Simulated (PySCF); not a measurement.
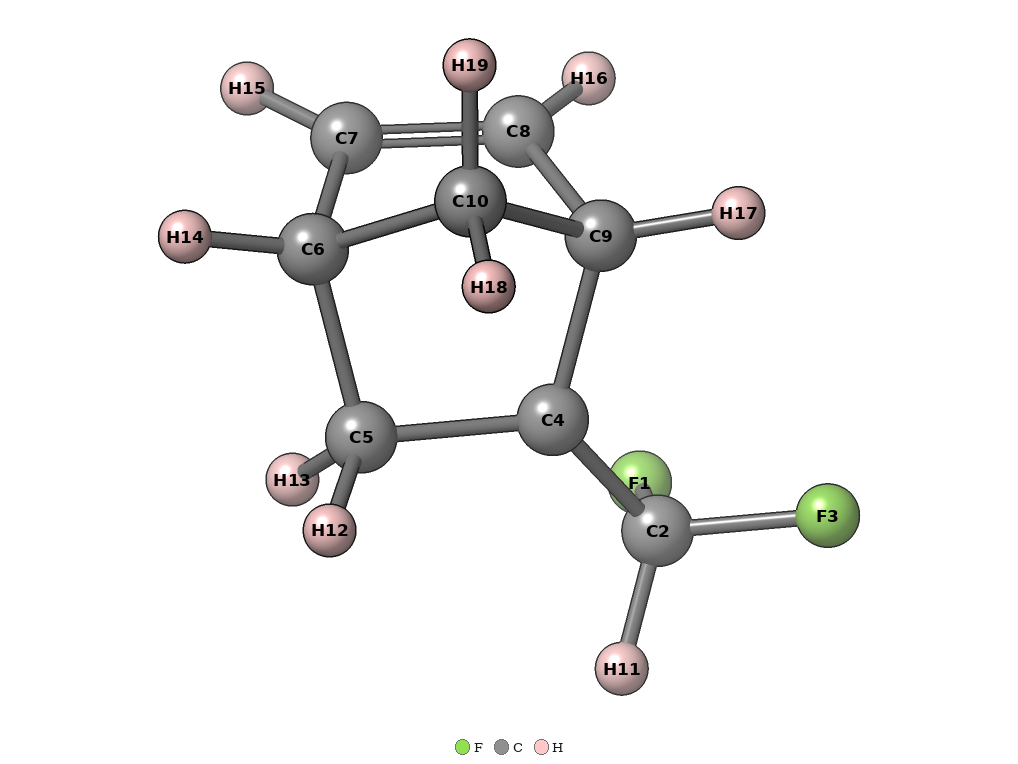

Depth is shown by fading: the farther an atom, the more it takes the colour of the background. The species is neutral and a spin doublet. Computed geometry: PBE0-D3(BJ)/def2-SVP optimisation. No frequency run is at hand to confirm it as a minimum.

**How is the 5-membered ring C6–C7–C8–C9–C10 puckered?**

It is an envelope, with C10 as the flap. The Cremer–Pople amplitude Q is 0.55 Å.

**Give the torsion angles round the ring, beginning with the bond from its second to its third atom.**

−1°, −32°, 50°, −51°, 35°.
